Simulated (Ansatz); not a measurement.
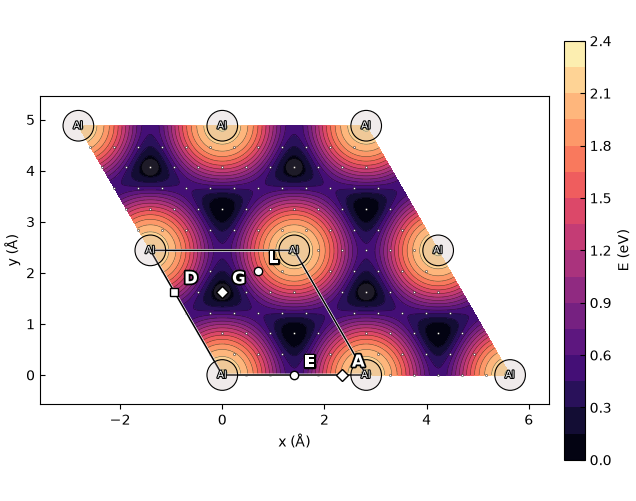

Pt on an Al(111) slab cut from the Fm-3m phase, its upper half relaxed before the scan (12 atoms of substrate and one adsorbate in a 2 × 2 cell). Pt is moved over the surface cell; relaxed at each place: the height of the adsorbate's atoms; substrate rigid; the origin of the map has the adsorbate above Al9. Places are given modulo a cell vector. The map is drawn in real space over the plane of the surface. The scan uses a 6 × 6 grid; 10 points were computed and 26 follow by symmetry. Places are given in fractions of the 1 × 1 surface cell. Energies: eV, counted from the lowest grid point. The calculation used DFT LDA, scalar-relativistic, plane waves, PAW in Ansatz 0.2.0. Settings: cutoff 420 eV, k-mesh 6×6×1, gaussian smearing 0.1 eV, no spin polarisation.

Drawn: filled contours, dots at the grid points, labelled circles for the atoms of the top layer and small ones for the second layer, the outline of one cell of the 2 × 2 shown, lettered points. Between grid points the surface is interpolated.

**Is A the lowest point of the computed grid?**

No. A lies 1.99 eV above the lowest grid point, which is at a threefold hollow over a third-layer Al atom, (4/6, 2/6) of the cell vectors.

**Rank the lettered points by energy, lowest first.**

G (0.032 eV), E (0.48 eV), D (1.17 eV), L (1.43 eV), A (1.99 eV).

PAW datasets: the set soft_1.
